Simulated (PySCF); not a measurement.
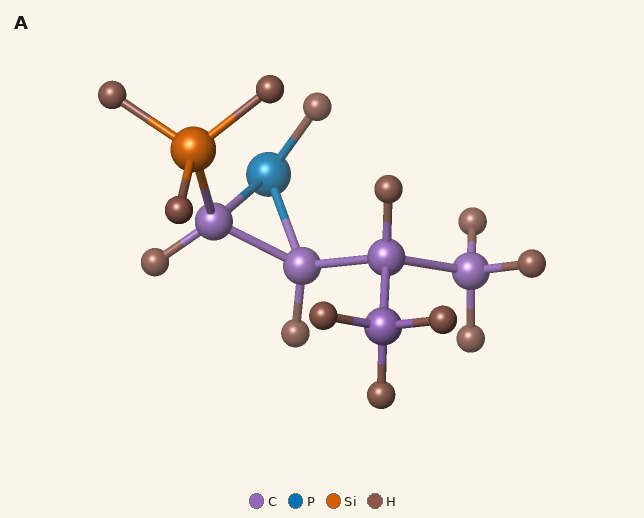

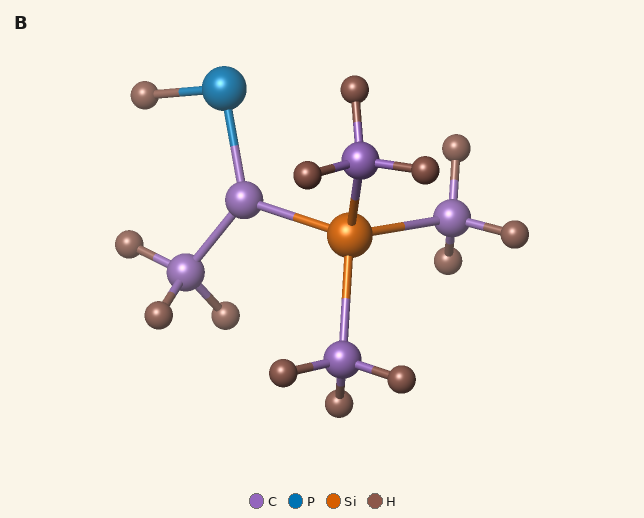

2 stationary structures of one formula. Geometries: GFN2-xTB. Electronic energies: PBE0/pcSseg-1 (PySCF 2.14.0), without zero-point energy. No frequency run is at hand to confirm each as a minimum. Each is one conformer, not always the lowest.

**Are they conformers, stereoisomers or constitutional isomers?**

They are constitutional isomers of C5H13PSi: A `CC(C)[C@@H]1P[C@@H]1[SiH3]`, B `[H]/P=C(\C)[Si](C)(C)C`.

**Rank them by energy, lowest first.**

B is lowest; A lies 19.9 kcal/mol above it.

The geometry is semi-empirical. Around P, Si such bond lengths and angles can be off by a tenth of an ångström or more and by several degrees, and values that hang on the shape move with them.
